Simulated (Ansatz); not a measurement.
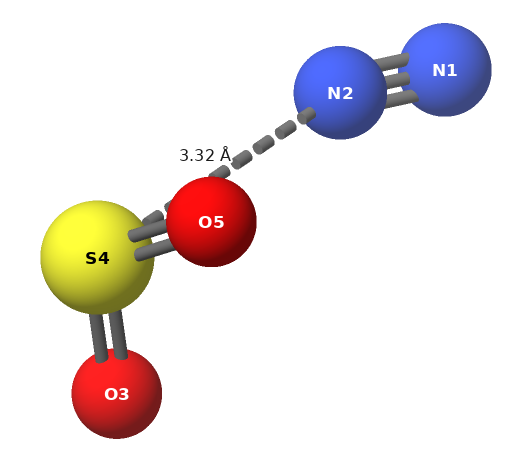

Two molecules or ions; the broken line marks their closest contact (measured against van der Waals radii). Computed geometry: PBE0-D4/def2-TZVP optimisation. Program: Ansatz 0.2.0.

Which two species are they?

N2 and SO2 (`N#N.O=S=O`).

Give the counterpoise-corrected interaction energy (kJ/mol, monomers kept as in the pair) with CCSD(T)/CBS (MP2 limit from def2-TZVPPD and def2-QZVPPD plus CCSD(T) − MP2).

```json
{"level": "CCSD(T)/CBS (MP2 limit from def2-TZVPPD and def2-QZVPPD plus CCSD(T) − MP2)", "interaction energy (kJ/mol)": "−4.3"}
```
